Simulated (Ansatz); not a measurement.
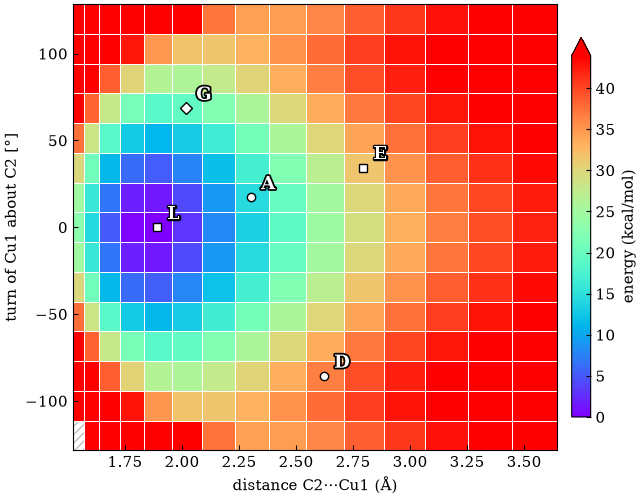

CCuO, charge +1. The turn is about an axis along (0.82, −0.57, 0.00) in the frame of the relaxed pair, normal to the line between the partners. Coordinates scanned: (1) distance C2···Cu1; (2) turn of Cu1 about C2. The scan uses a 15 × 15 grid. At 1 point there is no value (left out of the scan, as a rule where atoms come close). Points are written as (first, second). Energies: kcal/mol, counted from the lowest grid point. Computed with RKS PBE-D4/def2-SVPD (Ansatz).

In the figure: one coloured cell a grid point, one colour for all values above the top of the scale, hatched blanks where no value was computed, lettered points.

Rank the lettered points by energy, lowest first.

Answer. L (0.0 kcal/mol), A (14.4 kcal/mol), G (19.5 kcal/mol), E (31.5 kcal/mol), D (36.6 kcal/mol).

What kind of point is each of A, D, E, G, L: minimum, saddle, maximum or slope?

Answer. A: on a slope; D: on a slope; E: on a slope; G: on a slope; L: minimum. (In these two coordinates alone; a stationary point may lie a little off the grid point.)
